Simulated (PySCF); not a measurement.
C₂H₈N₂Si₂ (SMILES N#C[C@H]([SiH3])[SiH2]N)

Input

```
{"job": {"kind": "nmr", "xc": "PBE0", "basis": "pcSseg-1"}, "charge": 0, "multiplicity": 1}
N     -0.096177     2.716853     0.519718
C     -0.391212     1.704685     0.066512
C     -0.701571     0.425590    -0.460157
Si    -1.653345    -0.582443     0.860417
Si     0.937293    -0.379812    -1.048466
N      1.962899    -0.315257     0.326502
H     -1.349381     0.561387    -1.328925
H     -0.816424    -0.763755     2.042493
H     -2.001487    -1.867772     0.251621
H     -2.877154     0.144056     1.209661
H      0.720870    -1.792827    -1.351619
H      1.386734     0.341624    -2.249618
H      2.876514    -0.735512     0.284304
H      2.001764     0.542708     0.855392
```

Run with:

```sh
OMP_NUM_THREADS=1 python probes_run.py task.json out
```

Geometry: GFN2-xTB.

Method: PySCF 2.14.0, PBE0/pcSseg-1, SCF density, gas phase, non-relativistic.

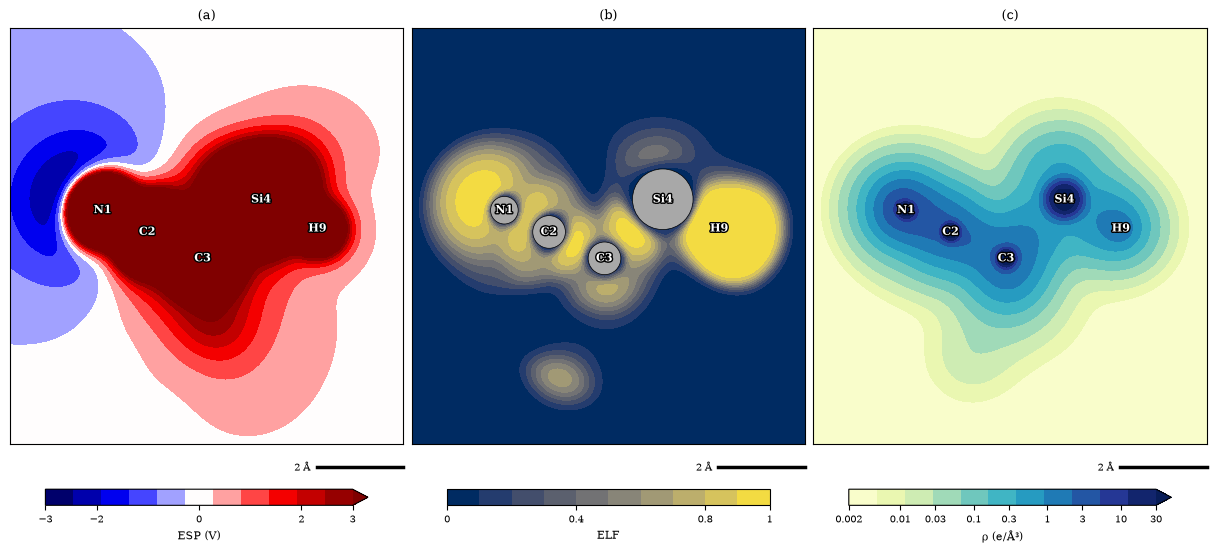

Figure 1. (a) molecular electrostatic potential; (b) electron localisation function; (c) electron density on the plane of atoms C3, Si4 and H9. Grey discs cover the atomic cores in the ELF map.

What do the fields say about this system?

Answer. The section cuts through N, C, Si and H sites.
C–N (1.15 Å): the density is about 3.5 e/Å³ at the midpoint; the ELF peaks at about 0.85 between the atoms (a multiple bond).
C–C (1.42 Å): ρ at the midpoint is about 1.9 e/Å³; the ELF peaks at about 0.95 between the atoms (localised, covalent bonding).
C–Si (1.91 Å): ρ is about 0.86 e/Å³ halfway; the ELF peaks at about 0.95 between the atoms; a covalent bond.
Si–H (1.46 Å): the density is about 0.81 e/Å³ at the midpoint; the ELF climbs to about 1 towards the hydrogen, as it does in any bond to H.
The ELF also peaks beside N1, away from the bonds: lone-pair regions.
Outside the dense part of the molecule the potential is most negative (−2.4 V) near N1.

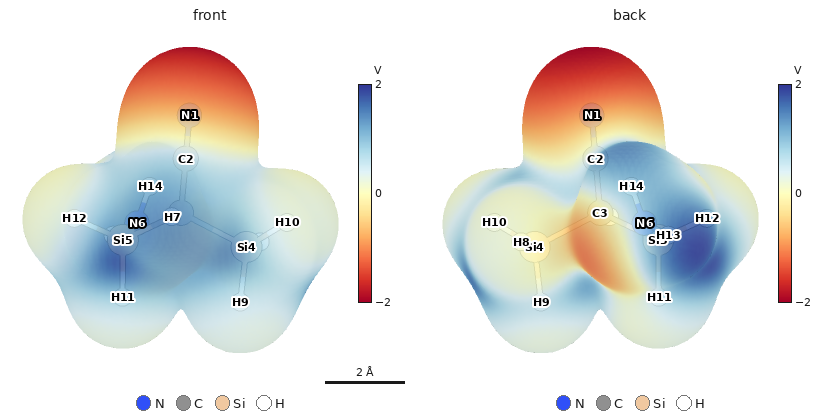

Figure 2. The molecular electrostatic potential painted on the density surface at 0.002 e/bohr³, seen from the front and from behind; red is negative and blue positive.

Which sites attract a positive test charge, and which a negative one?

Answer. A positive charge is drawn to the negative regions and a negative charge to the positive ones. The most negative region (about −1.9 V) lies over N1, the most positive (about +1.9 V) over Si5 and H13. N1 is the likeliest acceptor of a hydrogen bond.

What dipole moment does the calculation give?

Answer. Its dipole moment is 3.40 D.
